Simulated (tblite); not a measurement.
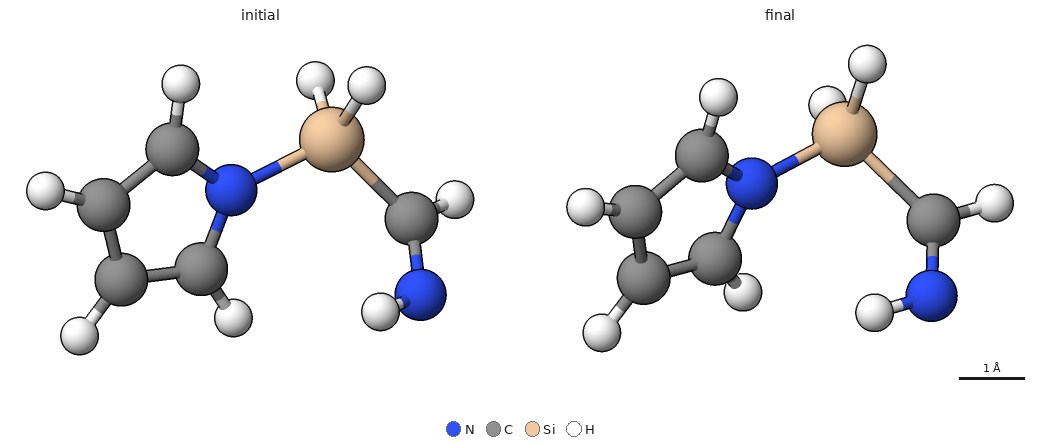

The structure of C5H8N2Si before (left) and after (right) a relaxation, at one scale.

A ball-and-stick model, seen at a tilt.

The calculation used tblite 0.8.0, GFN2-xTB geometry optimisation, gas phase. 

Q: Describe what moved and what it gained.

A: Over 132 geometry steps the energy falls by 0.338 eV. An H atom moves most after the best rigid fit: 0.71 Å. By element the largest moves are H 0.71 Å, N 0.33 Å, C 0.31 Å, Si 0.31 Å. Near-neighbour distances that change, for instance: C–Si 1.836 → 1.912 Å, N–Si 1.797 → 1.748 Å, C–C 1.374 → 1.416 Å, H–Si 1.494 → 1.464 Å. Among the angles between lasting bonds that change: H–Si–H 106.6° → 113.9°, N–C–H 126.9° → 120.5°, Si–N–C 121.7° → 127.4°. Groups turn about N–Si by about 30°, C–Si by about 25°. Cost: 1.5 s on 1 thread of Arm Neoverse N1, with other jobs on the host.
